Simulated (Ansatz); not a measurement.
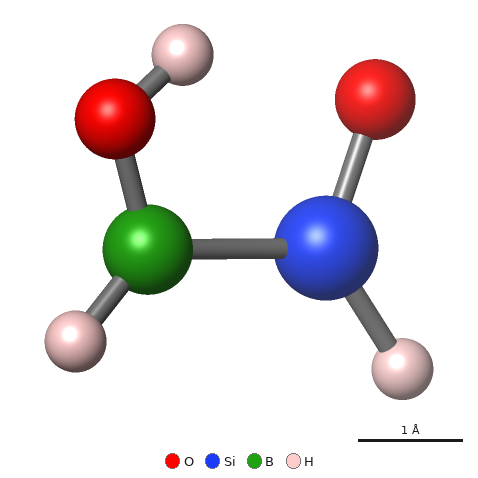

Ball-and-stick drawing of a structure.

Question: Give the formula.

Answer: BH₃O₂Si, 7 atoms: 1 boron, 3 hydrogen, 2 oxygen and 1 silicon.

Question: How many sets of symmetry-equivalent atoms are there?

Answer: 7: 1 O, 1 Si, 1 B, 1 O, 1 H, 1 H, 1 H.

Question: How many bonds of each kind are drawn?

Answer: 1 O–Si, 1 B–Si, 1 Si–H, 1 B–O, 1 O–H, 1 B–H. Sticks follow a distance rule.

More results for the same structure follow; atom numbers are the same in all pictures, views and colours differ. Computed geometry: PBE0-D4/def2-TZVP optimisation. No frequency run is at hand to confirm it as a minimum.

## Electronic properties

No frequency run is at hand to confirm it as a minimum. Properties computed with RKS PBE0-D4/def2-TZVPP (Ansatz 0.2.0).

Question: Give the dispersion correction at this level.

Answer: −10.4 kJ/mol.

Question: Give the HOMO energy (Kohn–Sham orbital) at this level.

Answer: −7.87 eV.

Question: Estimate the LUMO energy (Kohn–Sham orbital).

Answer: −2.93 eV.

## Charges

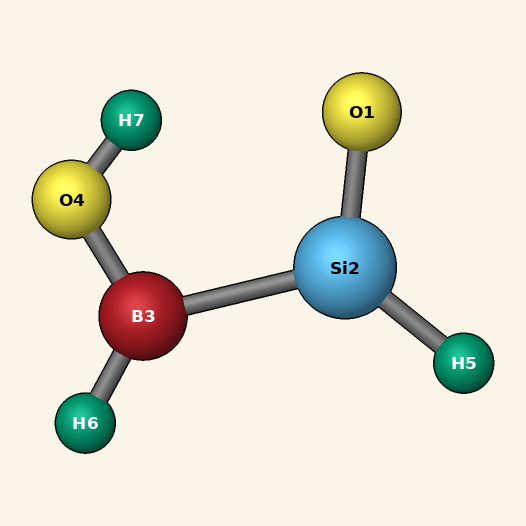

The questions are on Mulliken charges. No frequency run is at hand to confirm it as a minimum. Method: RKS PBE0-D4/def2-TZVP (Ansatz 0.2.0).

Give the Mulliken charges atom by atom.

| atom | value (e) |
| --- | --- |
| O1 | −0.51 |
| Si2 | 0.44 |
| B3 | 0.03 |
| O4 | −0.32 |
| H5 | −0.01 |
| H6 | 0.03 |
| H7 | 0.35 |

## Dipole moment

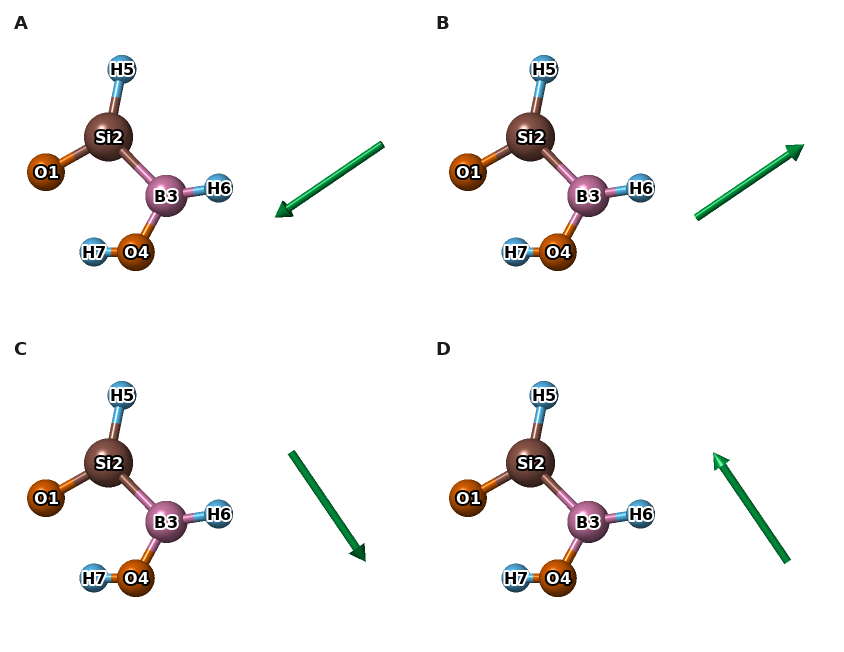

The same molecule four times, each with an arrow. No frequency run is at hand to confirm it as a minimum. Level of theory: RKS PBE0-D4/def2-TZVP (Ansatz 0.2.0).

Question: Which arrow points along the dipole moment, from the negative to the positive end?

Answer: B. The dipole moment is 2.76 D; it points from the side of O1, H7 to the side of H6 (the outermost atoms at the two ends).

Mulliken values depend strongly on the basis set and can even reverse the polarity of a bond.
